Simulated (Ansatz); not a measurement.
# BH3O: the cost of one run

Method: RKS BLYP-D4/def2-SVP, in Ansatz 0.2.0.

### Step 1. The system as given

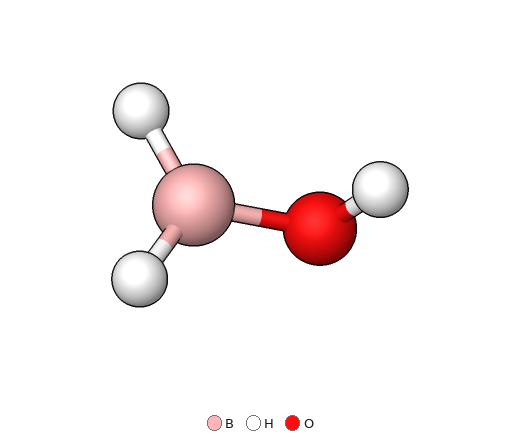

The starting structure, seen from a chosen angle (boron pink, hydrogen white, oxygen red).

Coordinates:

```xyz
5

B     0.0000    0.0000    0.0000
H     0.0000    0.0000    1.1900
O     1.2211    0.0000   -0.7050
H     1.5209   -0.9519   -0.8599
H    -1.0305    0.0000   -0.5950
```

### Step 2. Relaxing the start

The input, input.yaml:

```yaml
crystal:
  periodic: [false, false, false]
  atoms:
    - { symbol: B, position_ang: [0.0, 0.0, 0.0] }
    - { symbol: H, position_ang: [0.0, 0.0, 1.19] }
    - { symbol: O, position_ang: [1.2211, 0.0, -0.705] }
    - { symbol: H, position_ang: [1.5209, -0.9519, -0.8599] }
    - { symbol: H, position_ang: [-1.0305, 0.0, -0.595] }
basis:
  gaussian: { orbitals: def2-SVP }
hamiltonian:
  xc: blyp
  dispersion: d4
relax:
  f_tol: 0.02
  max_steps: 40
```

Started as:

```console
$ ansatz run input.yaml --threads 1 --pin off --max-ram 2048MiB --backend cpu --events-out ev --progress --plain --runs-dir out
```

Q: Estimate wall time and peak memory on 1 thread of AMD EPYC 7R43 (Zen 3), shared host.

About 9.2 s, with a peak of 0.11 GiB.
